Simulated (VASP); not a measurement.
**A VASP study of LiRu (revPBE): structure first, properties next**

What structure does LiRu take at this level, and what are its properties? The steps: full relaxation (revPBE), second relaxation, density, ELF and potential (revPBE), band structure (revPBE), total and projected DOS (revPBE), independent-particle dielectric function (revPBE) and core levels (revPBE). The cell is invented: it takes the structure of COD entry 1539571, LiPd (space group 221 there), with some of its atoms replaced by other elements, volume scaled by an estimate. It may not be a known or stable phase. Left out of this account: 1 further run (elastic: elastic constants of a metal on too coarse a mesh).

Program: VASP 6.6.1. Level of theory: revPBE; plane waves and PAW (Ru_pv, Li_sv); invented cell. Results are calculated unless marked as measured.

**1. The starting structure**

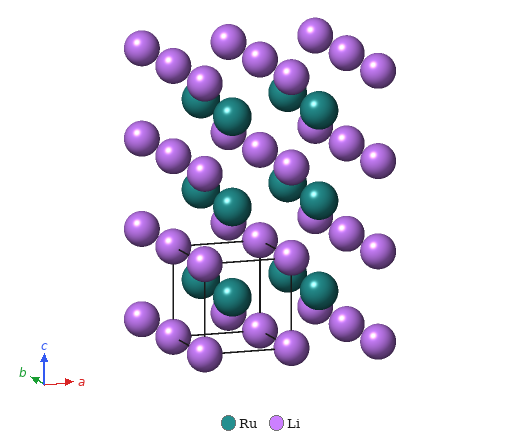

Start, viewed slightly off an axis; ruthenium teal, lithium purple. 2×2×3 cells are drawn. Some periodic images of atoms are drawn too.

Coordinates:

```cif
data_structure
_symmetry_space_group_name_H-M 'P 1'
_symmetry_Int_Tables_number 1
_cell_length_a 2.9377
_cell_length_b 2.9377
_cell_length_c 2.9377
_cell_angle_alpha 90.000
_cell_angle_beta 90.000
_cell_angle_gamma 90.000
_cell_volume 25.35
loop_
_atom_site_label
_atom_site_type_symbol
_atom_site_fract_x
_atom_site_fract_y
_atom_site_fract_z
_atom_site_occupancy
Ru1 Ru 0.50000 0.50000 0.50000 1
Li2 Li 0.00000 0.00000 0.00000 1
```

**2. Full relaxation (revPBE)**

Properties are meant for the cell that this level of theory prefers, so cell and atoms are relaxed first (ISIF = 3) until forces and stress are small; EDIFFG sets the threshold. revPBE by itself binds more weakly than PBE and expands cells; dispersion terms fitted to it are the larger for that.

INCAR

```
SYSTEM = LiRu
PREC = Accurate
ENCUT = 650
EDIFF = 1E-06
NELM = 100
ISMEAR = 0
SIGMA = 0.05
LREAL = .FALSE.
ALGO = Normal
GGA = RE
NBANDS = 14
LORBIT = 11
LWAVE = .FALSE.
LCHARG = .FALSE.
IBRION = 2
NSW = 60
ISIF = 3
EDIFFG = -0.01
```

POSCAR

```
LiRu
1.0
    2.9376750000      0.0000000000      0.0000000000
    0.0000000000      2.9376750000      0.0000000000
    0.0000000000      0.0000000000      2.9376750000
Ru Li
1 1
Direct
    0.5000000000      0.5000000000      0.5000000000
    0.0000000000      0.0000000000      0.0000000000
```

KPOINTS

```
Automatic mesh
0
Gamma
8 8 8
0 0 0
```

Potentials, in the order of the species: Ru_pv and Li_sv (PBE family, release 64).

Run with:

```
$ mpirun -np 1 vasp_std
```

What it wrote:

```text
[banner, memory and clock lines left out]
running    1 mpi-ranks, on    1 nodes
 distrk:  each k-point on    1 cores,    1 groups
 distr:  one band on    1 cores,    1 groups

 POSCAR found type information on POSCAR RuLi
 POSCAR found :  2 types and       2 ions
|                                                                             |
|               ----> ADVICE to this user running VASP <----                  |
|                                                                             |
|     You enforced a specific xc type in the INCAR file but a different       |
|     [... a line on the potential file left out ...]
|     I HOPE YOU KNOW WHAT YOU ARE DOING!                                     |
|                                                                             |

 LDA part: xc-table for (Slater+PW92), standard interpolation
 POSCAR, INCAR and KPOINTS ok, starting setup
 FFT: planning ... GRIDC
 FFT: planning ... GRID_SOFT
 FFT: planning ... GRID
 WAVECAR not read
 entering main loop
       N       E                     dE             d eps       ncg     rms          rms(c)
DAV:   1     0.142332724714E+03    0.14233E+03   -0.10489E+04   980   0.147E+03
DAV:   2    -0.725931618257E+01   -0.14959E+03   -0.14412E+03  1076   0.361E+02
DAV:   3    -0.101281194939E+02   -0.28688E+01   -0.28327E+01  1344   0.507E+01
DAV:   4    -0.101849299990E+02   -0.56811E-01   -0.56797E-01  1242   0.639E+00
DAV:   5    -0.101860138937E+02   -0.10839E-02   -0.10834E-02  1352   0.781E-01    0.799E+00
DAV:   6    -0.938907827768E+01    0.79694E+00   -0.31942E+00  1112   0.191E+01    0.179E+00
DAV:   7    -0.934665336140E+01    0.42425E-01   -0.23628E-01  1108   0.503E+00    0.629E-01
DAV:   8    -0.934642318469E+01    0.23018E-03   -0.54813E-03  1302   0.701E-01    0.256E-01
DAV:   9    -0.934689798297E+01   -0.47480E-03   -0.12921E-03  1264   0.370E-01    0.384E-02
DAV:  10    -0.934690337618E+01   -0.53932E-05   -0.64300E-05  1290   0.740E-02    0.107E-02
DAV:  11    -0.934690183229E+01    0.15439E-05   -0.89582E-06  1208   0.318E-02    0.167E-03
DAV:  12    -0.934690198033E+01   -0.14805E-06   -0.23040E-07   928   0.522E-03
   1 F= -.93469020E+01 E0= -.93461283E+01  d E =-.934690E+01
 curvature:   0.00 expect dE= 0.000E+00 dE for cont linesearch  0.000E+00
 trial: gam= 0.00000 g(F)=  0.000E+00 g(S)=  0.118E-01 ort = 0.000E+00 (trialstep = 0.100E+01)
 search vector abs. value=  0.118E-01
 bond charge predicted
       N       E                     dE             d eps       ncg     rms          rms(c)
DAV:   1    -0.967283414838E+01   -0.32593E+00   -0.40810E+00  1004   0.244E+01    0.430E+00
DAV:   2    -0.936618104056E+01    0.30665E+00   -0.12730E+00   980   0.123E+01    0.136E+00
DAV:   3    -0.935107424292E+01    0.15107E-01   -0.49053E-02  1100   0.257E+00    0.521E-01
DAV:   4    -0.935177974896E+01   -0.70551E-03   -0.62540E-03  1170   0.603E-01    0.636E-02
DAV:   5    -0.935186492826E+01   -0.85179E-04   -0.55296E-04  1154   0.233E-01    0.402E-02
DAV:   6    -0.935188895910E+01   -0.24031E-04   -0.42749E-05  1346   0.634E-02    0.119E-02
DAV:   7    -0.935188902756E+01   -0.68454E-07   -0.20909E-06  1224   0.133E-02
   2 F= -.93518890E+01 E0= -.93511534E+01  d E =-.498705E-02
 trial-energy change:   -0.004987  1 .order   -0.004757   -0.011793    0.002280
 step:   0.8505(harm=  0.8380)  dis= 0.00000  next Energy=    -9.352059 (dE=-0.516E-02)
 bond charge predicted
       N       E                     dE             d eps       ncg     rms          rms(c)
DAV:   1    -0.935917814105E+01   -0.72892E-02   -0.92624E-02   992   0.371E+00    0.611E-01
DAV:   2    -0.935239736080E+01    0.67808E-02   -0.30876E-02   980   0.187E+00    0.185E-01
DAV:   3    -0.935204556793E+01    0.35179E-03   -0.10579E-03  1082   0.363E-01    0.681E-02
DAV:   4    -0.935205416723E+01   -0.85993E-05   -0.16751E-04  1224   0.961E-02    0.108E-02
DAV:   5    -0.935205491497E+01   -0.74774E-06   -0.13521E-05  1100   0.437E-02    0.618E-03
DAV:   6    -0.935205612302E+01   -0.12080E-05   -0.63092E-07   834   0.101E-02    0.183E-03
DAV:   7    -0.935205593932E+01    0.18370E-06   -0.25668E-07   520   0.468E-03
   3 F= -.93520559E+01 E0= -.93513160E+01  d E =-.515396E-02
 curvature:  -0.42 expect dE=-0.954E-11 dE for cont linesearch -0.954E-11
 trial: gam= 0.00000 g(F)=  0.311E-65 g(S)=  0.229E-10 ort =-0.520E-06 (trialstep = 0.970E+00)
 search vector abs. value=  0.123E-09
 reached required accuracy - stopping structural energy minimisation
```

Elapsed: 16 s, on 1 MPI rank of AMD EPYC 9R14 (Zen 4), shared host; peak memory 0.12 GiB.

Lines that name or quote the potential files are left out of all logs, and their timing lines are given in words.

From OUTCAR (step 2):

```text
ion  position               nearest neighbor table
   1  0.500  0.500  0.500-   2 2.54   2 2.54   2 2.54   2 2.54   2 2.54   2 2.54   2 2.54   2 2.54

  LATTYP: Found a simple cubic cell.
 ALAT       =     2.9376750000

 Subroutine GETGRP returns: Found 48 space group operations
 (whereof 48 operations were pure point group operations)

The static configuration has the point symmetry O_h .

 Found     35 irreducible k-points:

   k-points           NKPTS =     35   k-points in BZ     NKDIM =     35   number of bands    NBANDS=     14

   dimension x,y,z NGX =    24 NGY =   24 NGZ =   24
   dimension x,y,z NGXF=    48 NGYF=   48 NGZF=   48

   ENCUT  =  650.0 eV  47.77 Ry    6.91 a.u.   6.11  6.11  6.11*2*pi/ulx,y,z

   NELECT =      17.0000    total number of electrons

 k-points in reciprocal lattice and weights: Automatic mesh
   0.00000000  0.00000000  0.00000000       0.002
   0.12500000  0.00000000  0.00000000       0.012
   0.25000000  0.00000000  0.00000000       0.012
   0.37500000  0.00000000  0.00000000       0.012
   0.50000000  0.00000000  0.00000000       0.006
   0.12500000  0.12500000  0.00000000       0.023
   0.25000000  0.12500000  0.00000000       0.047
   0.37500000  0.12500000  0.00000000       0.047
   0.50000000  0.12500000  0.00000000       0.023
[...]
0.50000000  0.50000000  0.37500000       0.012
   0.50000000  0.50000000  0.50000000       0.002

 average (electrostatic) potential at core
       1 -71.6573       2 -56.1789

 E-fermi :   7.4154

 k-point     1 :       0.0000    0.0000    0.0000
  band No.  band energies     occupation
    ...
      3     -34.4388      2.00000
      4     -34.4388      2.00000
      5       2.0023      2.00000
      6       4.3193      2.00000
      7       4.3193      2.00000
      8       8.1134      0.00000
      9       8.1134      0.00000
     10       8.1134      0.00000
     11      16.7058      0.00000
     12      16.7058      0.00000
    ...

 k-point     2 :       0.1250    0.0000    0.0000
  band No.  band energies     occupation
    ...
      3     -34.4356      2.00000
      4     -34.4356      2.00000
      5       2.2493      2.00000
      6       4.3901      2.00000
      7       4.5312      2.00000
      8       7.8246      0.00000
      9       7.8246      0.00000
     10       8.1355      0.00000
     11      15.6872      0.00000
     12      17.2894      0.00000
    ...

 k-point     3 :       0.2500    0.0000    0.0000
  band No.  band energies     occupation
    ...
      5       2.7648      2.00000
      6       4.5676      2.00000
      7       5.2818      2.00000
      8       7.2197      2.00000
      9       7.2197      2.00000
     10       8.1894      0.00000
     11      13.7417      0.00000
     12      18.7878      0.00000
     13      18.7878      0.00000
     14      19.3799      0.00000

  Total        0.0000178      0.0000178      0.0000178     -0.0000000     -0.0000000     -0.0000000
  in kB        0.0011525      0.0011525      0.0011525     -0.0000000     -0.0000000     -0.0000000
  external PRESSURE =       0.0011525 kB  Pullay stress =       0.0000000 kB

  energy-cutoff  :      650.00
  volume of cell :       24.73
      direct lattice vectors                 reciprocal lattice vectors
     2.913345717 -0.000000000  0.000000000     0.343247969  0.000000000  0.000000000
    -0.000000000  2.913345717  0.000000000     0.000000000  0.343247969  0.000000000
    -0.000000000 -0.000000000  2.913345717    -0.000000000 -0.000000000  0.343247969

 POSITION                                       TOTAL-FORCE (eV/Angst)
 -----------------------------------------------------------------------------------
      1.45667      1.45667      1.45667         0.000000     -0.000000      0.000000
      0.00000      0.00000      0.00000        -0.000000      0.000000      0.000000
 -----------------------------------------------------------------------------------
    total drift:                                0.000000     -0.000000     -0.000000

  FREE ENERGIE OF THE ION-ELECTRON SYSTEM (eV)
  ---------------------------------------------------
  free  energy   TOTEN  =        -9.3520559393 eV

  energy  without entropy=       -9.3505760538  energy(sigma->0) =       -9.35131600

 reached required accuracy - stopping structural energy minimisation

 total charge
# of ion       s       p       d       tot
------------------------------------------
    1        0.361   6.129   6.034  12.525
    2        2.062   0.112   0.000   2.173
--------------------------------------------------
tot          2.423   6.241   6.034  14.698

[... 3 further parts left out ...]
```

CONTCAR:

```
LiRu
   1.00000000000000
     2.9133457171895722   -0.0000000000000000    0.0000000000000000
    -0.0000000000000000    2.9133457171895722    0.0000000000000000
    -0.0000000000000000   -0.0000000000000000    2.9133457171895722
  Ru              Li
     1     1
Direct
     0.5000000000000000    0.5000000000000000    0.5000000000000000
     0.0000000000000000    0.0000000000000000    0.0000000000000000
```

This run has no spin polarisation. Its electron count is odd, so without a moment it is a metal by construction. The k-mesh is coarse for a metal. The PAW data sets were made with PBE, which is usual practice but a small mismatch for other functionals. The run keeps the 48 symmetry operations of its start, so it cannot find a distortion of lower symmetry.

Relaxation path:

```csv
step,energy less that of the first step (eV),largest force (eV/Å),pressure (GPa),volume (Å³)
1,0.0000,0.0000,-2.55,25.35
2,-0.0050,0.0000,0.51,24.62
3,-0.0052,0.0000,0.00,24.73
```

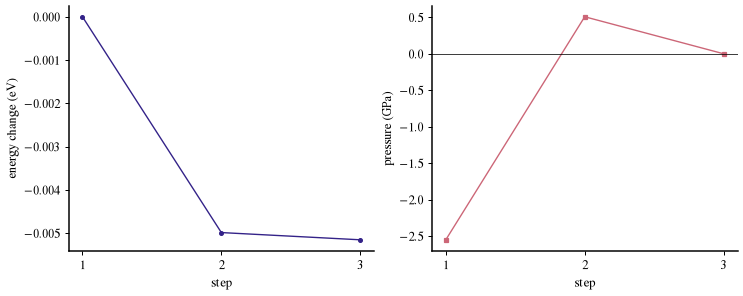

Energy and pressure along the relaxation.

| conventional cell, symmetrised | before | after | change |
| --- | --- | --- | --- |
| a (Å) | 2.938 | 2.913 | -0.8 % |
| b (Å) | 2.938 | 2.913 | -0.8 % |
| c (Å) | 2.938 | 2.913 | -0.8 % |
| volume (Å³/atom) | 12.68 | 12.36 | -2.5 % |

The relaxed structure:

```
Ru Li
1.0
     2.91335    0.00000    0.00000
     0.00000    2.91335    0.00000
     0.00000    0.00000    2.91335
Ru Li
1 1
Direct
  0.50000 0.50000 0.50000
  0.00000 0.00000 0.00000
```

Numbers from this step:

```
electrons                       : 17
bands                           : 14
irreducible k-points            : 35
symmetry operations             : 48
free energy (TOTEN)             : -9.352 eV
energy at zero smearing         : -9.351 eV
Fermi energy                    : 7.415 eV
pressure                        : 1.15e-4 GPa
metallic                        : yes
SCF cycles over all ionic steps : 26
```

It ends with forces that vanish by symmetry and a pressure of 0.00 GPa.

**3. Second relaxation**

A relaxation keeps the plane waves of the cell it began with, so it is repeated from the new cell, on a basis made for it.

INCAR is that of step 2.

POSCAR

```
LiRu
1.0
    2.9133457172      0.0000000000      0.0000000000
    0.0000000000      2.9133457172      0.0000000000
    0.0000000000      0.0000000000      2.9133457172
Ru Li
1 1
Direct
    0.5000000000      0.5000000000      0.5000000000
    0.0000000000      0.0000000000      0.0000000000
```

KPOINTS is that of step 2.

Run with:

```
$ mpirun -np 1 vasp_std
```

What it wrote:

```text
[banner, memory and clock lines left out]
running    1 mpi-ranks, on    1 nodes
 distrk:  each k-point on    1 cores,    1 groups
 distr:  one band on    1 cores,    1 groups

 POSCAR found type information on POSCAR RuLi
 POSCAR found :  2 types and       2 ions
 [... a notice as in an earlier step ...]

 LDA part: xc-table for (Slater+PW92), standard interpolation
 POSCAR, INCAR and KPOINTS ok, starting setup
 FFT: planning ... GRIDC
 FFT: planning ... GRID_SOFT
 FFT: planning ... GRID
 WAVECAR not read
 entering main loop
       N       E                     dE             d eps       ncg     rms          rms(c)
DAV:   1     0.142068777463E+03    0.14207E+03   -0.10449E+04   980   0.145E+03
DAV:   2    -0.715534766426E+01   -0.14922E+03   -0.14309E+03  1046   0.368E+02
DAV:   3    -0.101041952125E+02   -0.29488E+01   -0.29051E+01  1370   0.514E+01
DAV:   4    -0.101860891822E+02   -0.81894E-01   -0.81866E-01  1162   0.729E+00
DAV:   5    -0.101882532528E+02   -0.21641E-02   -0.21630E-02  1412   0.100E+00    0.826E+00
DAV:   6    -0.938750253502E+01    0.80075E+00   -0.31354E+00  1100   0.190E+01    0.167E+00
DAV:   7    -0.935006264178E+01    0.37440E-01   -0.18220E-01  1132   0.480E+00    0.638E-01
DAV:   8    -0.935025985406E+01   -0.19721E-03   -0.83613E-03  1236   0.753E-01    0.239E-01
DAV:   9    -0.935078579247E+01   -0.52594E-03   -0.12998E-03  1292   0.359E-01    0.426E-02
DAV:  10    -0.935079741055E+01   -0.11618E-04   -0.83550E-05  1274   0.852E-02    0.146E-02
DAV:  11    -0.935079430292E+01    0.31076E-05   -0.12588E-05  1230   0.380E-02    0.206E-03
DAV:  12    -0.935079461322E+01   -0.31030E-06   -0.83611E-07   912   0.912E-03
   1 F= -.93507946E+01 E0= -.93500542E+01  d E =-.935079E+01
 curvature:   0.00 expect dE= 0.000E+00 dE for cont linesearch  0.000E+00
 trial: gam= 0.00000 g(F)=  0.000E+00 g(S)=  0.600E-05 ort = 0.000E+00 (trialstep = 0.100E+01)
 search vector abs. value=  0.600E-05
 reached required accuracy - stopping structural energy minimisation
```

Wall time 8.2 s (1 MPI rank); peak memory 0.12 GiB.

Parts of OUTCAR (step 3):

```text
  LATTYP: Found a simple cubic cell.
 ALAT       =     2.9133457172

The static configuration has the point symmetry O_h .

 Found     35 irreducible k-points:

   ENCUT  =  650.0 eV  47.77 Ry    6.91 a.u.   6.06  6.06  6.06*2*pi/ulx,y,z

   NELECT =      17.0000    total number of electrons

 E-fermi :   7.4154

 k-point     1 :       0.0000    0.0000    0.0000
  band No.  band energies     occupation
    ...
      3     -34.4391      2.00000
      4     -34.4391      2.00000
      5       2.0031      2.00000
      6       4.3192      2.00000
      7       4.3192      2.00000
      8       8.1132      0.00000
      9       8.1132      0.00000
     10       8.1132      0.00000
     11      16.7059      0.00000
     12      16.7059      0.00000
    ...

 k-point     2 :       0.1250    0.0000    0.0000
  band No.  band energies     occupation
    ...
      3     -34.4358      2.00000
      4     -34.4358      2.00000
      5       2.2503      2.00000
      6       4.3899      2.00000
      7       4.5311      2.00000
      8       7.8244      0.00000
      9       7.8244      0.00000
     10       8.1353      0.00000
     11      15.6874      0.00000
     12      17.2895      0.00000
    ...

  Total        0.0091031      0.0091031      0.0091031      0.0000000      0.0000000      0.0000000
  in kB        0.5898240      0.5898240      0.5898240      0.0000000      0.0000000      0.0000000
  external PRESSURE =       0.5898240 kB  Pullay stress =       0.0000000 kB

  energy-cutoff  :      650.00
  volume of cell :       24.73
      direct lattice vectors                 reciprocal lattice vectors
     2.913345717  0.000000000  0.000000000     0.343247969  0.000000000  0.000000000
     0.000000000  2.913345717  0.000000000     0.000000000  0.343247969  0.000000000
     0.000000000  0.000000000  2.913345717     0.000000000  0.000000000  0.343247969

 POSITION                                       TOTAL-FORCE (eV/Angst)
 -----------------------------------------------------------------------------------
      1.45667      1.45667      1.45667         0.000000      0.000000      0.000000
      0.00000      0.00000      0.00000         0.000000      0.000000      0.000000
 -----------------------------------------------------------------------------------
    total drift:                                0.000000     -0.000000     -0.000000

  FREE ENERGIE OF THE ION-ELECTRON SYSTEM (eV)
  ---------------------------------------------------
  free  energy   TOTEN  =        -9.3507946132 eV

  energy  without entropy=       -9.3493138838  energy(sigma->0) =       -9.35005425

 total charge
# of ion       s       p       d       tot
------------------------------------------
    1        0.361   6.129   6.035  12.525
    2        2.062   0.112   0.000   2.173
--------------------------------------------------
tot          2.423   6.241   6.035  14.698

[... 5 parts as in an earlier step ...]

[... 6 further parts left out ...]
```

Little changed from the start: no atom moved by 0.005 Å and no cell edge by 0.1 %.

Numbers from this step:

```yaml
free_energy_toten: -9.351 eV
energy_at_zero_smearing: -9.350 eV
pressure: 0.05898 GPa
scf_cycles_over_all_ionic_steps: 12
```

It ends with forces that vanish by symmetry and a pressure of 0.06 GPa. The volume moved by under 0.01 %: the run met its threshold at the first step.

(Part 1 of 3 ends here.)

[Lines on the potential files, build, host, timing and source positions are cut from VASP's logs without a mark.]

[Logs are printed without paths, hosts, clocks, repeated set-up lines and the standing remarks that a program may print on its own settings, such as how far it seeks lower states.]

[Hosts, paths, dates, database ids (printed as entryN), source tags and the programs' standing remarks are cut or masked in the printed files.]

[A measured line is paired with the nearest computed mode of its activity, which favours agreement.]

[In band tables of VASP the shares of atoms and orbitals are scaled to a sum of 1 inside the atoms' spheres.]
